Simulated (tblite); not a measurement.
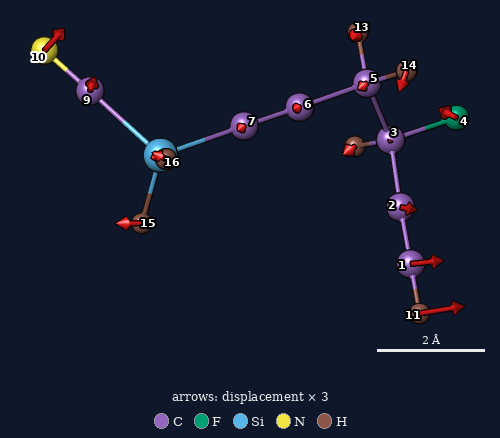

This is a relaxation of C7H6FNSi. The starting structure is drawn; red arrows show the displacements, magnified 3 times. The two geometries are superimposed by the best rigid fit.

Style: ball-and-stick. Shown at a tilt.

These are results of tblite, GFN2-xTB geometry optimisation, gas phase, not measurements. 

### What happened in the run?

The atom that moves furthest after the best rigid fit is an H atom (0.31 Å). Largest moves by element: H 0.31 Å, N 0.25 Å, C 0.23 Å, F 0.19 Å, Si 0.09 Å. Near-neighbour distances that change, for instance: C–Si 1.827 → 1.871 Å, C–C 1.499 → 1.538 Å, C–H 1.131 → 1.094 Å, C–C 1.231 → 1.196 Å. Among the angles between lasting bonds that change: C–Si–C 110.1° → 104.6°, C–C–H 114.0° → 109.1°, C–Si–H 107.6° → 111.1°. Over 97 geometry steps the energy falls by 23.0 kJ/mol. Cost: 1.3 s on 1 thread of Arm Neoverse N1, with other jobs on the host.
